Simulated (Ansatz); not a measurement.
Process, species as SMILES: BN (BH2-NH2) → B atom + 4 H atom + N atom
B3LYP-D3(BJ)/def2-TZVP geometries, fixed; electronic energies without zero-point terms.

Basis-set convergence of the atomisation energy at MP2 with Ansatz (a first-principles code). Cartesian d functions, on some or all atoms, in 6-31+G*; all else is spherical. Cores are frozen. Open shells are unrestricted. No added dispersion term, no relativity. Functions are those of the species that has most. Reference: Hartree-Fock in aug-cc-pVQZ plus the correlation part extrapolated as X^-3 from aug-cc-pVTZ and aug-cc-pVQZ, 504.15 kcal/mol, itself unsure by roughly 1.72 kcal/mol (a third of the extrapolation step and of the last Hartree-Fock step). Deviations are taken from unrounded values.

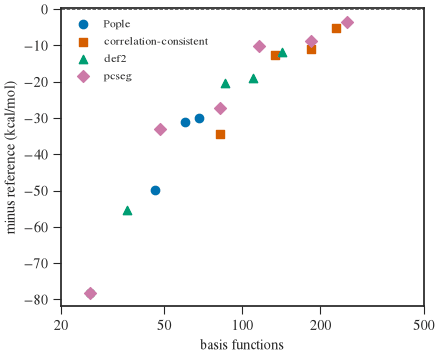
Figure: Deviation from the reference against the number of basis functions, by family of sets.

```json
[
 {"basis": "3-21G", "functions": "26", "atomisation energy (kcal/mol)": "425.99", "minus reference (kcal/mol)": "-78.16"},
 {"basis": "pcseg-0", "functions": "26", "atomisation energy (kcal/mol)": "425.98", "minus reference (kcal/mol)": "-78.17"},
 {"basis": "def2-SV(P)", "functions": "36", "atomisation energy (kcal/mol)": "448.86", "minus reference (kcal/mol)": "-55.29"},
 {"basis": "6-31+G*", "functions": "46", "atomisation energy (kcal/mol)": "454.23", "minus reference (kcal/mol)": "-49.92"},
 {"basis": "pcseg-1", "functions": "48", "atomisation energy (kcal/mol)": "471.14", "minus reference (kcal/mol)": "-33.01"},
 {"basis": "6-311G**", "functions": "60", "atomisation energy (kcal/mol)": "473.11", "minus reference (kcal/mol)": "-31.04"},
 {"basis": "6-311+G**", "functions": "68", "atomisation energy (kcal/mol)": "474.13", "minus reference (kcal/mol)": "-30.02"},
 {"basis": "aug-cc-pVDZ", "functions": "82", "atomisation energy (kcal/mol)": "469.80", "minus reference (kcal/mol)": "-34.35"},
 {"basis": "aug-pcseg-1", "functions": "82", "atomisation energy (kcal/mol)": "476.78", "minus reference (kcal/mol)": "-27.37"},
 {"basis": "def2-TZVP", "functions": "86", "atomisation energy (kcal/mol)": "483.80", "minus reference (kcal/mol)": "-20.35"},
 {"basis": "def2-TZVPD", "functions": "110", "atomisation energy (kcal/mol)": "485.11", "minus reference (kcal/mol)": "-19.04"},
 {"basis": "pcseg-2", "functions": "116", "atomisation energy (kcal/mol)": "493.89", "minus reference (kcal/mol)": "-10.26"},
 {"basis": "jun-cc-pV(T+d)Z", "functions": "134", "atomisation energy (kcal/mol)": "491.54", "minus reference (kcal/mol)": "-12.61"},
 {"basis": "def2-TZVPPD", "functions": "142", "atomisation energy (kcal/mol)": "492.44", "minus reference (kcal/mol)": "-11.71"},
 {"basis": "aug-cc-pVTZ", "functions": "184", "atomisation energy (kcal/mol)": "493.15", "minus reference (kcal/mol)": "-11.00"},
 {"basis": "aug-pcseg-2", "functions": "184", "atomisation energy (kcal/mol)": "495.24", "minus reference (kcal/mol)": "-8.91"},
 {"basis": "cc-pVQZ", "functions": "230", "atomisation energy (kcal/mol)": "498.92", "minus reference (kcal/mol)": "-5.23"},
 {"basis": "pcseg-3", "functions": "252", "atomisation energy (kcal/mol)": "500.67", "minus reference (kcal/mol)": "-3.48"}
]
```
